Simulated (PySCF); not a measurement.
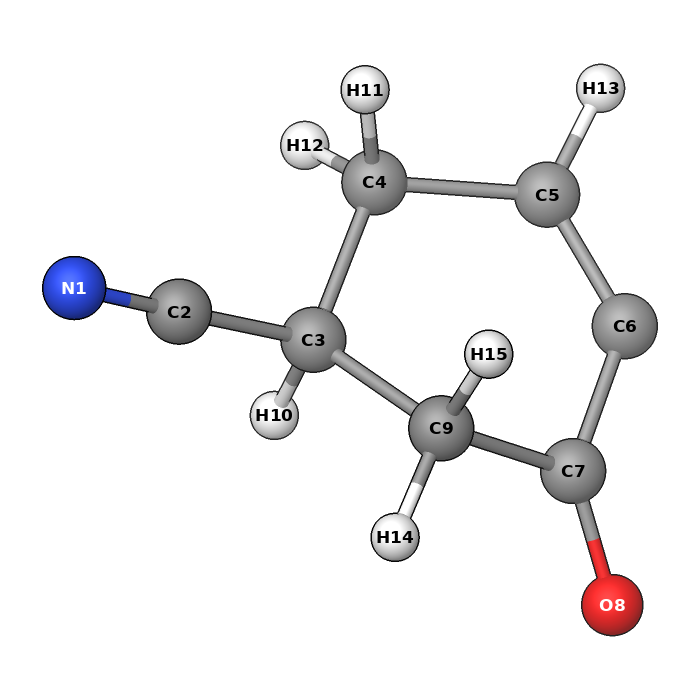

The species is neutral and a spin doublet. The geometry was computed by an optimisation with GFN2-xTB. No frequency run is at hand to confirm it as a minimum. Method: UKS B3LYP, pcH-1 on C H N O, non-relativistic (PySCF 2.14.0). Fermi-contact and spin-dipolar terms alone, no spin-orbit part.

Which nucleus has the largest dipolar (anisotropic) hyperfine coupling?

Answer. 13C at C6: principal values −75.5, −58.4, 133.9 MHz.

List the isotropic and dipolar parts for the most strongly coupled nuclei, one of each equivalent set.

```
atom  isotope  a_iso (MHz)   dipolar part (MHz)
  C6      13C        278.7  −75.5, −58.4, 133.9
  O8      17O         −7.0    −30.9, 10.9, 20.1
  C7      13C         −1.7    −14.5, −3.5, 18.0
  C5      13C         −9.0     −17.3, 2.1, 15.2
  C4      13C         54.9     −7.7, −6.6, 14.3
  C9      13C         32.7     −6.9, −6.4, 13.3
 H13       1H         92.2     −7.1, −3.8, 10.9
 H15       1H         −2.7      −4.8, −1.1, 5.8
```
